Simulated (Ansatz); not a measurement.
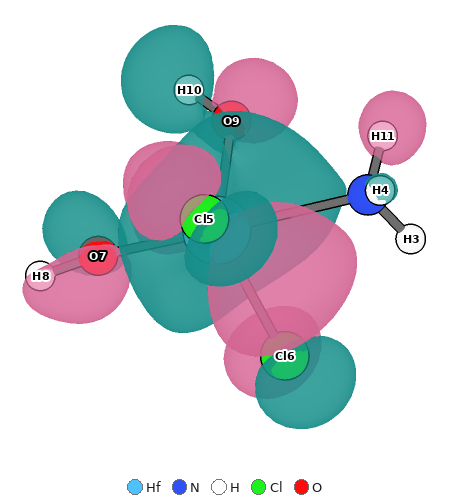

Figure 1: Cl2H5HfNO2. The LUMO at ±0.06 Å⁻³ᐟ² (teal and pink are the two phases), seen at a tilt.

Core potentials replace the inner electrons of Hf.

Computed with RKS BLYP-D4/def2-SVP in Ansatz.

```xyz
11

Hf   -0.0353   -0.7246    0.2436
N     0.5904    0.1814    2.4485
H    -0.1556    0.7529    2.8710
H     1.4415    0.7609    2.4215
Cl    2.0349    0.3670   -0.3948
Cl   -2.0230    0.6014    0.6720
O    -0.5374   -1.4823   -1.4628
H    -0.8141   -1.7413   -2.3524
O     0.1577   -2.3747    1.3117
H     0.0341   -3.2935    1.0144
H     0.7756   -0.6021    3.0921
```

### What is the character of this orbital?

By Hirshfeld shares it lies mainly on Hf1 (about 65 %), O7 (about 5 %), O9 (about 5 %) and Cl5 (about 5 %). Its energy is −0.90 eV.
